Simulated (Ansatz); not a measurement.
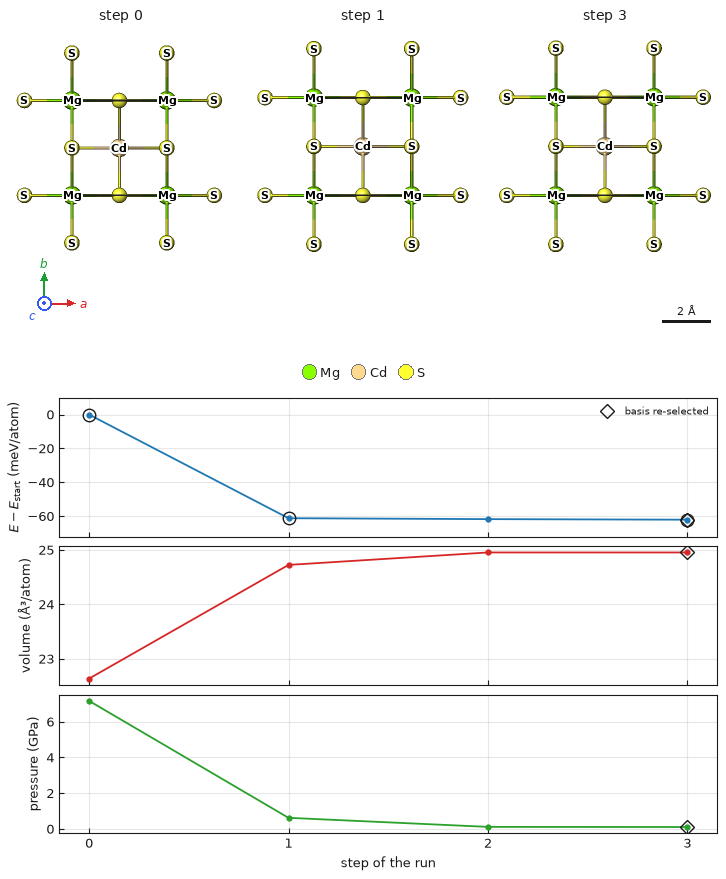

Frames of a relaxation of solid MgCd$_{2}$S$_{3}$ (a generated structure, set up in I-4m2) (coarse preliminary run), marked on the history of the run. A ball-and-stick model of the conventional cell (2 times the calculation's cell), seen along the c axis. Lengths and directions refer to the drawn axes.

The calculation used Ansatz, DFT PBE, scalar-relativistic, plane waves, PAW. Settings: plane-wave cutoff 420 eV; k-point mesh 6 × 6 × 6; occupations gaussian; smearing width 0.1 eV; no spin polarisation; cell and atoms relaxed; force threshold 0.04 eV/Å; at most 70 steps.

**Describe the path.**

The largest moves relative to the cell, 0.10 Å, are those of S atoms. By element the largest moves are S 0.10 Å, Cd 0.05 Å. Mg stays in place. The volume changes by +10.2 %, with a = b 4.001 → 4.139 Å (+3.4 %), c 16.973 → 17.484 Å (+3.0 %). Some distances before and after: Cd–S 2.450 → 2.559 Å, Mg–S 2.450 → 2.473 Å. Among the angles between lasting bonds that change: Mg–S–Mg 109.5° → 113.6°, S–Mg–S 109.5° → 113.6°, S–Mg–S 109.5° → 107.5°. The space group stays I-4m2 (No. 119). The energy falls by 62.1 meV per atom in 2 accepted moves (3 points after the start). Largest force component: 0.9 eV/Å at the start, 0.0039 eV/Å at the end. The pressure goes from 7.17 to 0.11 GPa. At 1 point the geometry stayed and the basis and grid were re-selected for the new cell (energy shift of 0.3 meV per atom at most each time). Cost: 79 s on 1 thread of Intel(R) Xeon(R) Platinum 8259CL CPU @ 2.50GHz (Skylake/Cascade Lake), with other jobs on the host, peak memory 0.5 GiB. From step 0 to 1: S atoms move most (0.11 Å), volume +9.2 %, energy −61.2 meV per atom. From step 1 to 3: volume +0.9 %, energy −0.9 meV per atom.

| step | E − E(0), meV/atom | largest force component, eV/Å | pressure, GPa | volume, Å³/atom | note |
| --- | --- | --- | --- | --- | --- |
| 0 | 0.00 | 0.9008 | 7.17 | 22.637 |  |
| 1 | -61.19 | 0.0370 | 0.62 | 24.726 |  |
| 2 | -61.73 | 0.0040 | 0.12 | 24.954 |  |
| 3 | -62.06 | 0.0039 | 0.11 | 24.954 | same geometry, new basis |
